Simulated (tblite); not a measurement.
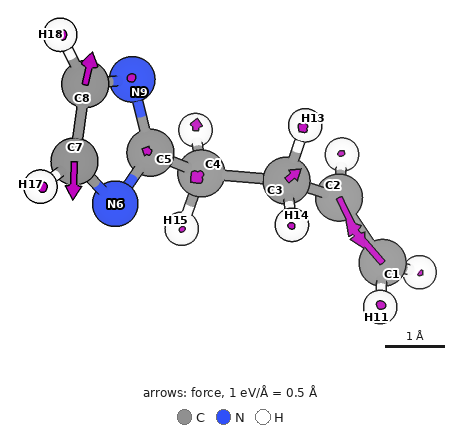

Starting geometry of C7H9N2 (multiplicity 2) with the computed forces as purple arrows. Style: ball-and-stick. Shown from a free direction.

The calculation used GFN2-xTB geometry optimisation, gas phase (tblite 0.8.0). 

Is this structure relaxed? If not, where do the atoms go?

It isn't relaxed: the largest force vector, on C atoms, is 2.02 eV/Å. The final displacements have little in common with the starting forces (cosine between the two patterns 0.27). Over 53 geometry steps the energy falls by 14.9 kJ/mol. The atom that moves furthest after the best rigid fit is an H atom (0.12 Å). Largest moves by element: H 0.12 Å, C 0.09 Å, N 0.06 Å. Some distances before and after: C–C 1.376 → 1.443 Å, C–C 1.356 → 1.321 Å, C–N 1.347 → 1.315 Å, C–C 1.485 → 1.466 Å. Among the angles between lasting bonds that change: H–C–H 107.7° → 110.7°, N–C–N 110.5° → 113.5°, H–C–H 106.0° → 109.0°. Cost: 0.38 s on 1 thread of Arm Neoverse V1, on a shared host.
